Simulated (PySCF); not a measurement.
# One shape, several levels: GaH2O (SMILES [O][GaH2])

Aim: a comparison of 5 runs (UB3LYP/cc-pV(D+d)Z, UB3LYP/cc-pVDZ, UB3LYP/cc-pV(T+d)Z, UB3LYP/cc-pVTZ, UB3LYP/cc-pVQZ) of GaH2O. 

The results are computed with PySCF 2.14.0.

### Step 1. The molecule

GaH2O: 4 atoms, total charge 0, spin state doublet. As SMILES, `[O][GaH2]`. The shape is that of a PBE0-D4/def2-TZVP optimisation.

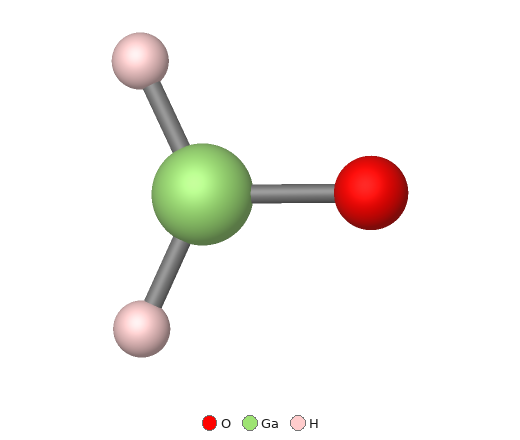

Viewed from a chosen angle; oxygen red, gallium green, hydrogen pink.

### Step 2. The energy at UB3LYP/cc-pV(D+d)Z (run 1)

job.py reads:

```python
# [O][GaH2]
from pyscf import gto, dft

system = gto.Mole()
system.atom = '''
O     -1.673730    -0.934659     2.498407
Ga     0.148910     0.036850    -0.190673
H     -1.275943    -0.077101    -2.759567
H      2.905643     0.860959     0.413283
'''
system.verbose = 4
system.spin = 1
system.basis = 'cc-pv(d+d)z'
system.max_memory = 1860
system.charge = 0
system.unit = 'bohr'
system.build()

mf = dft.UKS(system)
mf.xc = 'b3lyp'
mf.conv_tol = 1e-10
mf.grids.level = 4
mf.kernel()
if not mf.converged:
    mf = mf.newton().run(mf.mo_coeff, mf.mo_occ)

e_tot = mf.e_tot
print('Final energy', e_tot)
```

Started as:

```console
$ OMP_NUM_THREADS=1 python job.py
```

Log:

```text
PySCF version 2.14.0

[INPUT] num. atoms = 4
[INPUT] num. electrons = 41
[INPUT] charge = 0
[INPUT] spin (= nelec alpha-beta = 2S) = 1
[INPUT] symmetry False subgroup None
[INPUT] Mole.unit = bohr
[INPUT] Symbol           X                Y                Z      unit          X                Y                Z       unit  Magmom
[INPUT]  1 O     -0.885699773233  -0.494600242781   1.322100048003 AA   -1.673730000000  -0.934659000000   2.498407000000 Bohr   0.0
[INPUT]  2 Ga     0.078799778478   0.019500180222  -0.100899806338 AA    0.148910000000   0.036850000000  -0.190673000000 Bohr   0.0
[INPUT]  3 H     -0.675199958033  -0.040800092139  -1.460299968407 AA   -1.275943000000  -0.077101000000  -2.759567000000 Bohr   0.0
[INPUT]  4 H      1.537600058669   0.455599882336   0.218699945261 AA    2.905643000000   0.860959000000   0.413283000000 Bohr   0.0

nuclear repulsion = 97.4124306809837
number of shells = 10
number of NR pGTOs = 117
number of NR cGTOs = 51
basis = cc-pv(d+d)z
ecp = {}

[... 34 lines left out ...]
WARN: HOMO -0.316647117146242 >= LUMO -0.316647117146241
[... 50 lines left out ...]
converged SCF energy = -2001.2262814702  <S^2> = 0.75534334  2S+1 = 2.0053362
Final energy -2001.2262814702024
```

Wall time 4.2 s (1 thread of AMD EPYC 9R45 (Zen 5), shared host); peak memory 0.28 GiB.

### Step 3. The energy at UB3LYP/cc-pVDZ (run 2)

job.py reads:

```python
# [O][GaH2]
from pyscf import gto, dft

mol = gto.M(
    atom='''
O     -1.673730    -0.934659     2.498407
Ga     0.148910     0.036850    -0.190673
H     -1.275943    -0.077101    -2.759567
H      2.905643     0.860959     0.413283
''',
    spin=1,
    max_memory=1860,
    unit='bohr',
    basis='cc-pvdz',
    verbose=3,
)

calc0 = dft.UKS(mol, xc='b3lyp')
calc0.grids.level = 4
calc0.conv_tol = 1e-10
calc0.kernel()
if not calc0.converged:
    calc0 = calc0.newton().run(calc0.mo_coeff, calc0.mo_occ)

e_final = calc0.e_tot
print(f'total energy: {e_final:.8f} hartree')
```

Started as:

```console
$ OMP_NUM_THREADS=1 python job.py
```

Log:

```text
WARN: HOMO -0.316647117146243 >= LUMO -0.316647117146242

converged SCF energy = -2001.2262814702  <S^2> = 0.75534334  2S+1 = 2.0053362
total energy: -2001.22628147 hartree
```

Wall time 3.9 s (1 thread of AMD EPYC 9R45 (Zen 5), shared host); peak memory 0.27 GiB.

Runs 3 to 4 aren't shown in full; the table further down has their settings and results.

### Step 4. A single-point energy at UB3LYP/cc-pVQZ (run 5)

run.py reads:

```python
from pyscf import gto, dft

mol = gto.Mole()
mol.atom = 'O -0.885700 -0.494600 1.322100; Ga 0.078800 0.019500 -0.100900; H -0.675200 -0.040800 -1.460300; H 1.537600 0.455600 0.218700'
mol.basis = 'cc-pvqz'
mol.verbose = 4
mol.spin = 1
mol.charge = 0
mol.max_memory = 1860
mol.build()

myscf = dft.UKS(mol, xc='b3lyp')
myscf.conv_tol = 1e-10
myscf.grids.level = 4
myscf.kernel()
if not myscf.converged:
    myscf = myscf.newton().run(myscf.mo_coeff, myscf.mo_occ)

e_final = myscf.e_tot
print('E(%s) = %.9f' % ('B3LYP', e_final))
```

Started as:

```console
$ OMP_NUM_THREADS=1 python run.py
```

Log:

```text
PySCF version 2.14.0

[INPUT] num. atoms = 4
[INPUT] num. electrons = 41
[INPUT] charge = 0
[INPUT] spin (= nelec alpha-beta = 2S) = 1
[INPUT] symmetry False subgroup None
[INPUT] Mole.unit = angstrom
[INPUT] Symbol           X                Y                Z      unit          X                Y                Z       unit  Magmom
[INPUT]  1 O     -0.885700000000  -0.494600000000   1.322100000000 AA   -1.673730428527  -0.934658541210   2.498406909287 Bohr   0.0
[INPUT]  2 Ga     0.078800000000   0.019500000000  -0.100900000000 AA    0.148910418616   0.036849659429  -0.190673365969 Bohr   0.0
[INPUT]  3 H     -0.675200000000  -0.040800000000  -1.460300000000 AA   -1.275943079306  -0.077100825882  -2.759567059702 Bohr   0.0
[INPUT]  4 H      1.537600000000   0.455600000000   0.218700000000 AA    2.905642889131   0.860959222352   0.413283103442 Bohr   0.0

nuclear repulsion = 97.4124221029799
number of shells = 49
number of NR pGTOs = 284
number of NR cGTOs = 183
basis = cc-pvqz
ecp = {}

[... 34 lines left out ...]
WARN: HOMO -0.313668583635376 >= LUMO -0.313668583635369
[... 54 lines left out ...]
converged SCF energy = -2001.33913489737  <S^2> = 0.75529082  2S+1 = 2.0052838
E(B3LYP) = -2001.339134897
```

Run time: 30 s. Hardware: 1 thread of AMD EPYC 9R45 (Zen 5), shared host; peak memory 1.7 GiB.

### Step 5. The series

```
run               level   energy (Eh)  dipole moment (D)  HOMO energy (eV)  LUMO energy (eV)  wall time
  1  UB3LYP/cc-pV(D+d)Z  -2001.226281               1.93             -8.19             -4.13      4.2 s
  2      UB3LYP/cc-pVDZ  -2001.226281               1.93             -8.19             -4.13      3.9 s
  3  UB3LYP/cc-pV(T+d)Z  -2001.326304               2.01             -8.42             -4.33      9.6 s
  4      UB3LYP/cc-pVTZ  -2001.326304               2.01             -8.42             -4.33      8.7 s
  5      UB3LYP/cc-pVQZ  -2001.339135               2.11             -8.49             -4.39       30 s
```

### Step 6. Results

```
                                 quantity           value
                      run 5: total energy  -2001.33913 Eh
                     run 5: dipole moment          2.11 D
run 5: HOMO energy (highest over α and β)        -8.49 eV
 run 5: LUMO energy (lowest over α and β)        -4.39 eV
                              run 5: ⟨S²⟩           0.755
```

In words: The dipole moment (its size) runs from 1.93 D (UB3LYP/cc-pV(D+d)Z) to 2.11 D (UB3LYP/cc-pVQZ). All runs together took 56 s, the longest 30 s.
